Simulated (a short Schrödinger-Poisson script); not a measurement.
Structure: gated In0.52Al0.48As/In0.53Ga0.47As δ-doped gas in a quantum well, at 77 K.

```tsv
layer	material	thickness (nm)	Na (cm⁻³)
1	In0.52Al0.48As	8	-
2	In0.52Al0.48As	3	-
3	In0.53Ga0.47As	6	-
4	In0.52Al0.48As	4000	2e14
```

Constants are typed, rounded textbook-type inputs, not results; the design itself was drawn at random and stands for no fabricated device. In0.52Al0.48As: permittivity 12.5, conduction-band edge (eV) 0.52, gap (eV) 1.45, electron mass (mₑ) 0.075, Nv at 300 K (cm⁻³) 1.1e19. In0.53Ga0.47As: permittivity 13.9, conduction-band edge (eV) 0, gap (eV) 0.74, Nv at 300 K (cm⁻³) 7.7e18.

Channel valleys (confinement mass, in-plane density-of-states mass, number): Γ 0.041, 0.041, 1. At the gate the conduction-band edge of layer 1 lies 0.65 eV − eVg above the Fermi level of the channel; the field vanishes at the back. Sheet of ionised δ-doping: +1.7e12 e/cm² at 8 nm from the gate. The barrier under the gate holds no holes. Gaps are held at their typed values at every temperature. Mesh 0.08 nm at interfaces.

Solved with a short Schrödinger-Poisson script written for these runs: 1D Poisson equation in equilibrium, electrons quantum, Hartree (BenDaniel-Duke, 40 states a valley, the channel's in-plane mass for all, wave functions free to enter the barrier), parabolic valleys, classical holes, full ionisation, no traps, pinning or gate leakage.

Only gate voltages with over 1e8 electrons/cm² are shown.

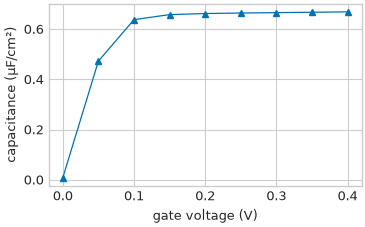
Figure: Quasi-static capacitance against gate voltage

```csv
Vg (V),electrons (cm⁻²),in the channel layer,C (μF/cm²),Γ E0 (meV),Γ E1 (meV)
0.4,1.47e12,1.37e12,0.668,-86.0,200.5
0.3,1.06e12,9.83e11,0.665,-61.7,228.3
0.2,6.43e11,5.99e11,0.662,-37.5,255.4
0.1,2.34e11,2.19e11,0.638,-12.8,282.6
0,1.58e8,1.48e8,0.00842,43.6,340.4
```

Subbands count from the Fermi level.
